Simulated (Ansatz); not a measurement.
# Fields on a plane of ZrB2 (AlB2 type, space group P6/mmm)

```
CELL_PARAMETERS angstrom
      3.16770     0.00000     0.00000
     -1.58385     2.74331     0.00000
      0.00000     0.00000     3.55026
ATOMIC_POSITIONS crystal
  Zr 0.00000 0.00000 0.00000
  B  0.33333 0.66667 0.50000
  B  0.66667 0.33333 0.50000
```

The slice is a (-1 1 0 2) plane (indices of the conventional cell) through the point (0.667, 0.333, 0.500) (fractional), spanned by u = [110] and v = [1 -1 1] in vectors of this cell: u (3.17 Å) and v (6.54 Å, at 90° to u). It covers one period; positions are fractions (u, v).

Atoms on it: B at (0.00, 0.00). Other atoms lie within 1 Å of the plane.

The numbers are results of r2SCAN (plane waves to 500 eV, PAW, scalar-relativistic; Ansatz, a program for electronic structure), not measurements. k mesh 17×17×13. Near the nuclei the fields are pseudised (PAW); where an atom keeps semicore shells as valence, they peak there. ZrB2 is run without spin polarisation. ZrB2 was relaxed with its symmetry unable to fall.

```
|334444332211111122334444|
|444433221100000011223344|
|333322110000000000112233|
|332222110000110000112222|
|222211111122222211111122|
|222211112233333322111122|
|111111112233333322111111|
|111111111122222211111111|
|000000000011111100000000|
|000000000000000000000000|
|111100000000000000000011|
|554433110000000000113344|
|887755331100000011335577|
|999977441100000011447799|
|999977441100000011447799|
|998877441111001111447788|
|776644221111111111224466|
|333322111122222211112233|
|111111112233333322111111|
|111122223333443333222211|
|333333334444444444333333|
|444444444444444444444444|
|334444443333333333444444|
|003344333322222233334433|
```
Scale: ten equal steps from -0.75 (start of '0') to 0.58 (end of '9'), in the order '0123456789'. Values: log₁₀ of the valence density in e/Å³. The map has 12 points along u (two characters each, u = 0 at the left) and 24 along v (v = 0 in the bottom row). The scale is logarithmic, as a density can span decades between atoms and voids.

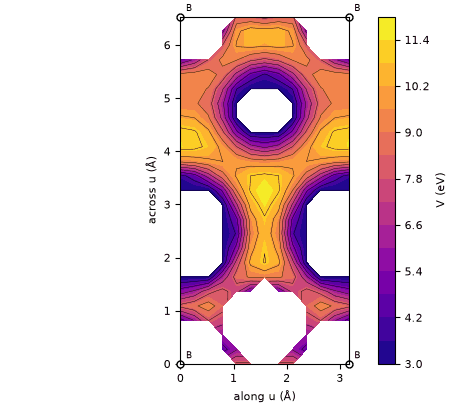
Figure. Electrostatic potential energy of an electron, from the cell's mean, in eV, one period of the plane, atoms marked. Points within 0.8 Å of a nucleus are left white, as the pseudised field means little there. Values under 3 eV are set to 3. The zero, the cell's mean, hangs on the PAW cores.
